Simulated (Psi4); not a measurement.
Coordinates of C₂HF₂Si, SMILES [C]#C[SiH](F)F, doublet (Å):

```xyz
6

C      0.8722    -2.1177     1.0756
C      0.4500    -1.0926     0.5275
Si    -0.1845     0.4645    -0.1927
F     -1.5156     0.1356    -1.0611
F      0.9305     1.0644    -1.2080
H     -0.5068     1.4771     0.8440
```

Unscaled harmonic wavenumbers and double-harmonic intensities, BP86/def2-SVP in Psi4 1.11, at a geometry relaxed at this level, isolated molecule. Lorentzian lines of 30 cm⁻¹ full width. Close modes add up in the curve.

Predict the infrared spectrum.

Answer. The most intense lines lie at 870.6 cm⁻¹ (250.6 km/mol), 952.9 cm⁻¹ (151.3 km/mol) and 794.2 cm⁻¹ (90.0 km/mol). It has no imaginary mode, so it is a minimum.

```tsv
cm⁻¹	km/mol
75.0	0.6
94.7	1.5
251.5	0.4
262.7	16.5
346.7	22.9
623.5	53.9
794.2	90.0
802.9	11.5
870.6	250.6
952.9	151.3
2080.9	10.0
2260.8	59.5
```

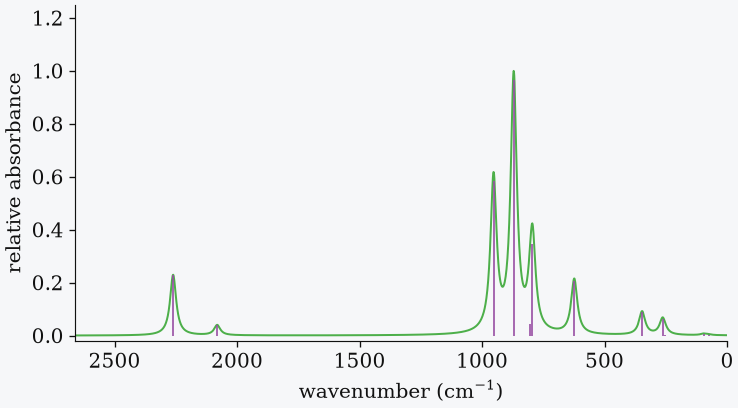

Known limits of this run: double-zeta basis.
